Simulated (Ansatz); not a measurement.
# WS2 (2H-MoS2 type, space group P6_3/mmc), map of one atom of the cell

Relaxed WS2 (2H-MoS2 type, space group P6_3/mmc):

```xyz
6
Lattice="3.1700 0.0000 0.0000 -1.5850 2.7453 0.0000 0.0000 0.0000 12.4918" Properties=species:S:1:pos:R:3 pbc="T T T"
W      0.0000     1.8302     3.1229
W      1.5850     0.9151     9.3688
S      0.0000     1.8302     7.8061
S      1.5850     0.9151     1.5602
S      1.5850     0.9151     4.6857
S      0.0000     1.8302    10.9316
```

In this cell atom 6 (S, nearest neighbour W at 2.407 Å; its periodic images, 3.2 Å or more away, move with it) is moved by u·(1.000, 0.000, 0.000) + v·(0.000, 1.000, 0.000); the rest is frozen.

Computed with r2SCAN+rVV10 (plane waves to 500 eV, PAW, scalar-relativistic; Ansatz, an electronic-structure program). k mesh 10×10×3 (Γ-centred), Fermi-Dirac smearing 0.05 eV. The energy includes the smearing's −TS. Compression counts positive. Spin-orbit coupling is left out, though W is heavy. WS2 is run without spin polarisation. WS2 was relaxed with its symmetry unable to fall. ΔE is measured from the undisplaced structure. Axes are in Å.

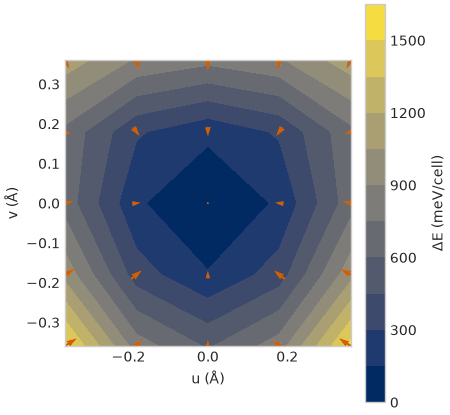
Figure. ΔE (meV/cell) over the plane, with arrows for the in-plane force on the moved atom.

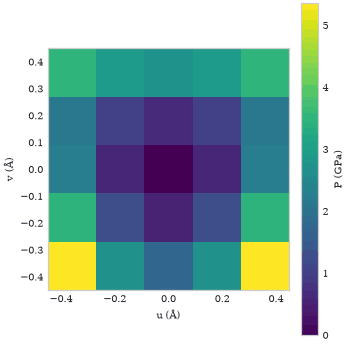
Fig. 1. P (GPa) over the 5×5 grid of computed points.

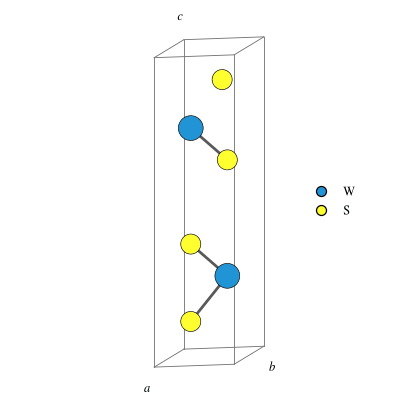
*The cell of the calculation at u = -0.360 Å, v = -0.360 Å.*

Lowest place on the grid: u = 0.000 Å, v = 0.000 Å (0 meV/cell). Highest place on the grid, met at several equal points: u = -0.360 Å, v = -0.360 Å; u = 0.360 Å, v = -0.360 Å (1548 meV/cell). Principal force constants in the plane (five-point differences of the forces): 10.8 eV/Å², isotropic. Centre of the map: a minimum.

(For displaced atoms, the force is minus the slope of the energy, and its curvature is a force constant, which sets phonon frequencies.)
